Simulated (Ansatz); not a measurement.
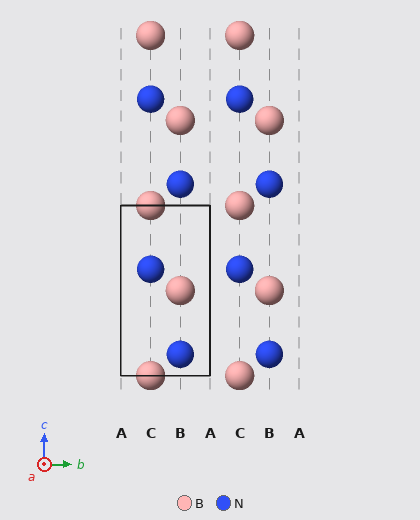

Projection along an edge of the hexagonal mesh, stacking direction c upwards. The dashed lines mark the three columns A (0, 0), B (1/3, 2/3) and C (2/3, 1/3). The sequence starts with the first layer at or above the cell's origin.

The compound is BN (space group P6_3mc, No. 186), taken as the input geometry of an electronic-structure calculation (not necessarily at equilibrium).

> Read off the stacking sequence over one period.

B(C) – N(B) – B(B) – N(C) (four layers in 4.21 Å).

> How are the N layers alone stacked?

N layers alone: BC, the hexagonal close-packed type.

> Which positions between or in the N layers do the other atoms fill?

B: two tetrahedral sites, counted in one hexagonal cell.

> What short polytype symbol fits?

Polytype symbol 2H, the symbol of a tetrahedral polytype (number of double layers in the repeat and lattice).

Heights of the layers:

```tsv
layer	atoms (column)	height (Å)	to next (Å)
1	B(C)	0.00	0.53
2	N(B)	0.53	1.58
3	B(B)	2.10	0.53
4	N(C)	2.63	1.58
```
